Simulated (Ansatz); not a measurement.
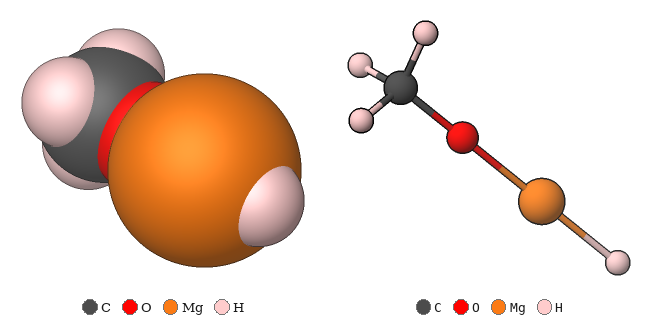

The same structure drawn twice, from different directions.

Question: Give the formula.

Answer: CH₄MgO, 7 atoms: 1 carbon, 4 hydrogen, 1 magnesium and 1 oxygen.

Question: What is its SMILES?

Answer: C[O][MgH]

More results for the same structure follow; atom numbers are the same in all pictures, views and colours differ. Computed geometry: PBE0-D4/def2-TZVP optimisation.

Shape

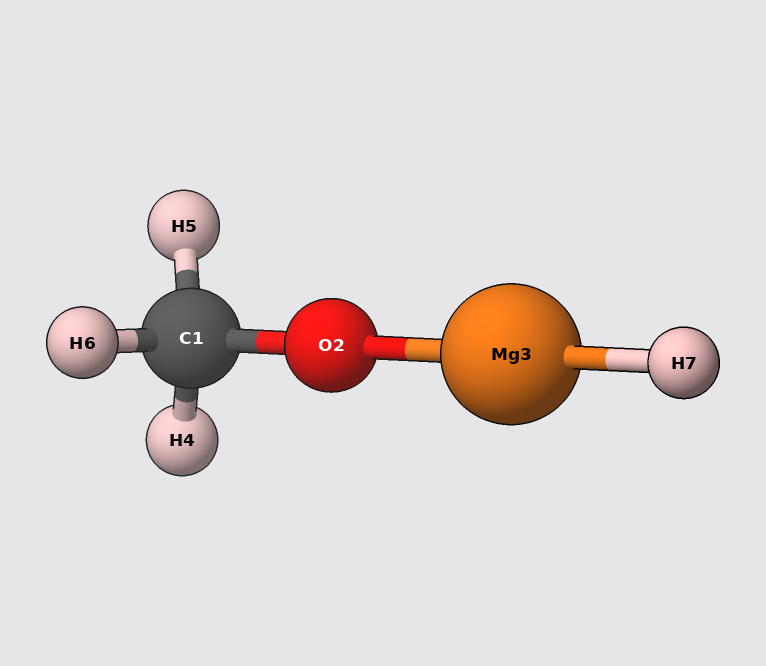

Numbered structure.

Which atoms are bonded, and how long are the bonds?

| bond | length (Å) |
| --- | --- |
| C1–O2 | 1.376 |
| C1–H4 | 1.100 |
| C1–H5 | 1.100 |
| C1–H6 | 1.100 |
| O2–Mg3 | 1.763 |
| Mg3–H7 | 1.690 |

Levels of theory compared

Program: Ansatz 0.2.0.

At this fixed geometry, give vertical IP (eV), HOMO energy (eV), HOMO–LUMO gap (eV) at these levels: B3LYP-D4/def2-TZVPP; PBE-D4/def2-TZVPP; PBE0-D4/def2-TZVPP; r2SCAN-D4/def2-TZVPP; ωB97M-V/def2-TZVPP; ωB97X-V/def2-TZVPP.

| level | vertical IP (eV) | HOMO energy (eV) | HOMO–LUMO gap (eV) |
| --- | --- | --- | --- |
| B3LYP-D4/def2-TZVPP | 9.51 | −6.90 | 6.02 |
| PBE-D4/def2-TZVPP | 9.14 | −5.62 | 4.30 |
| PBE0-D4/def2-TZVPP | 9.45 | −7.10 | 6.52 |
| r2SCAN-D4/def2-TZVPP | 9.23 | −5.91 | 5.10 |
| ωB97M-V/def2-TZVPP | 9.63 | −9.55 | 10.25 |
| ωB97X-V/def2-TZVPP | 9.63 | −9.61 | 10.71 |

Thermal motion

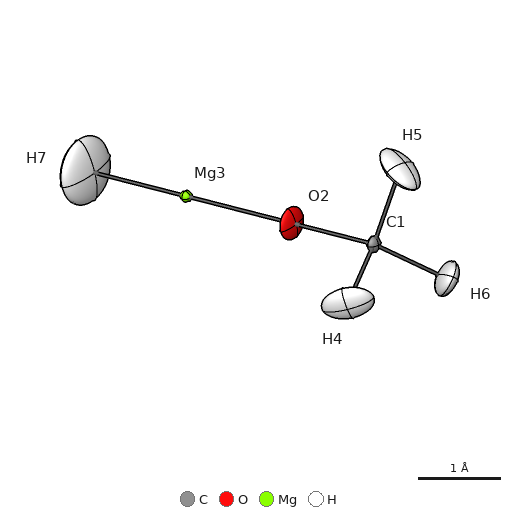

Displacement ellipsoids at the 50 % level, from the internal vibrations of the free molecule (harmonic, no overall translation or rotation; no half-axis is drawn under 0.075 Å). Vibrations computed with RKS PBE0-D4/def2-TZVP (Ansatz 0.2.0). Temperature: 200 K.

Question: Which atom moves most?

Answer: H7, with U_eq = 0.0550 Å².

Question: Does H7 move more along its bond or across it?

Answer: Across it: the root-mean-square amplitude is 0.102 Å along the bond and up to 0.278 Å across, since bending and torsion are softer than stretching.

Give the displacement parameters, one line for each set of equivalent atoms.

```json
{"atom": "C1", "U_eq (Å²)": "0.0035", "rms amplitudes (Å)": "0.035, 0.069, 0.069"}
{"atom": "O2", "U_eq (Å²)": "0.0123", "rms amplitudes (Å)": "0.026, 0.135, 0.135"}
{"atom": "Mg3", "U_eq (Å²)": "0.0012", "rms amplitudes (Å)": "0.025, 0.038, 0.038"}
{"atom": "H4, H5, H6", "U_eq (Å²)": "0.0249", "rms amplitudes (Å)": "0.081, 0.148, 0.215"}
{"atom": "H7", "U_eq (Å²)": "0.0550", "rms amplitudes (Å)": "0.102, 0.278, 0.278"}
```

Charges

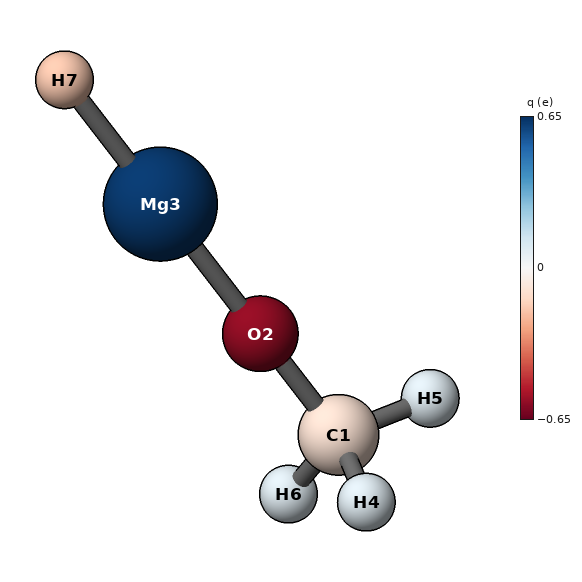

Atoms are coloured by their Mulliken charges. Properties computed with RKS PBE-D4/def2-TZVPP (Ansatz 0.2.0).

List the Mulliken charges.

```csv
atom,value (e)
C1,−0.09
O2,−0.57
Mg3,0.62
H4,0.07
H5,0.07
H6,0.07
H7,−0.17
```

Mulliken values depend strongly on the basis set and can even reverse the polarity of a bond.
